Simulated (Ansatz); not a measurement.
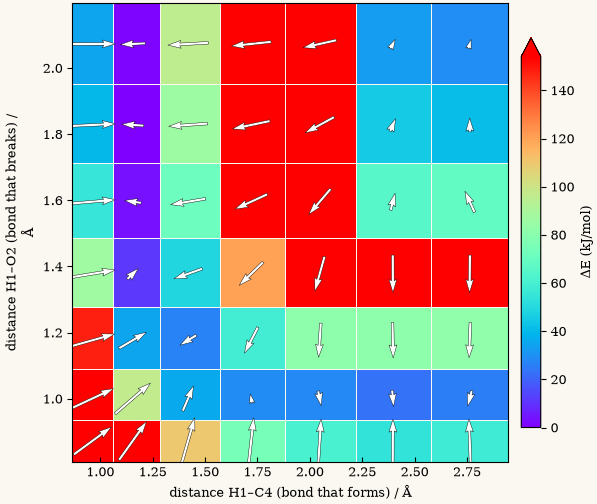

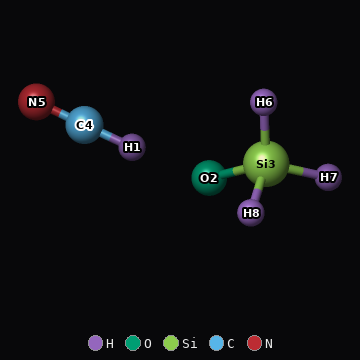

Energy landscape of the reacting system CH4NOSi (fragments H₄OSi + CN where the first distance is long, CHN + H₃OSi where the second is long), spin multiplicity 2. 
- First axis: distance H1–C4 (bond that forms). Second axis: distance H1–O2 (bond that breaks).
- Relaxed at each point: all other coordinates.
- Grid: 7 × 7 points.
- Points are written as (first, second).
- Energies: kJ/mol, counted from the lowest grid point.
- Energies and slopes of some neighbouring points disagree (a jump in structure or state, or too coarse a mesh).
- These are results of Ansatz 0.2.0, UKS PBE-D4/def2-SVP, not measurements.

In the figure: one coloured cell a grid point, arrows along the force (downhill), their lengths compressed, one colour for all values above the top of the scale. The second picture is the structure at the lowest point.

**Summarise what can be read from the map.**

The lowest grid point is at (1.155 Å, 1.828 Å). Other grid points that lie below all their neighbours: (2.396 Å, 1.001 Å) (23 kJ/mol higher). The energy also falls towards the edge at (2.763 Å, 2.073 Å) (29 kJ/mol above the lowest), where a further well may lie outside the range. The highest grid point, (0.963 Å, 0.873 Å), lies 422 kJ/mol above the lowest.

The input of one point:

```yaml
crystal:
  periodic: [false, false, false]
  atoms:
    - { symbol: H, position_ang: [-0.894427, -0.948411, -1.024262] }
    - { symbol: O, position_ang: [0.411674, -0.856186, 0.251347] }
    - { symbol: Si, position_ang: [1.00212, 0.486217, 1.049491] }
    - { symbol: C, position_ang: [-1.716064, -0.600355, -1.757607] }
    - { symbol: "N", position_ang: [-2.554972, -0.298416, -2.515467] }
    - { symbol: H, position_ang: [0.015159, 1.141475, 1.976788] }
    - { symbol: H, position_ang: [1.755826, 1.448581, 0.172495] }
    - { symbol: H, position_ang: [1.980678, -0.372906, 1.847312] }
magnetization:
  spin_polarized: true
  initial_magnetization: 1
basis:
  gaussian: { orbitals: def2-SVP }
hamiltonian:
  xc: pbe
  dispersion: d4
output:
  forces: true
relax:
  f_tol: 0.02
  max_steps: 50
  escape_saddle: false
  constraints: [{ distance: [0, 3] }, { distance: [0, 1] }]
```

Each point was launched as `ansatz run input.yaml --threads 1 --pin off --max-ram 2560MiB --backend cpu --events-out ev --progress --plain --runs-dir out`. Time for the 49 points that were run: 71 min on 1 thread of Arm Neoverse N1, with other jobs on the host.
